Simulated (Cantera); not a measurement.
Feed: 1 mol Ti, 1.7 mol C3H8, 1.3 mol H2, 0.00012 mol Cl2, held at 61.0 mbar.

Equilibrium computed with Cantera from the NASA thermochemical tables; the gas is ideal and each condensed phase is pure. Candidate condensed phases: C, C6H6, C7H8, C8H18, Ti, TiC, TiCl2, TiCl3, TiCl4; 96 gas species. TiC: taken at fixed stoichiometry. The numbers say what is thermodynamically allowed, not how fast it happens.

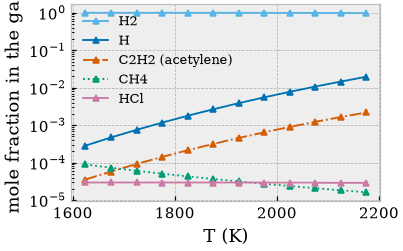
Fig. 1. Equilibrium gas composition (values under 1e-9 drawn at 1e-9)

### Question
Read off the mole fractions at 2075 K.

### Answer
H2 about 0.99, H about 0.011, C2H2 (acetylene) about 0.0012, HCl about 2.9e-5, CH4 about 2.1e-5.
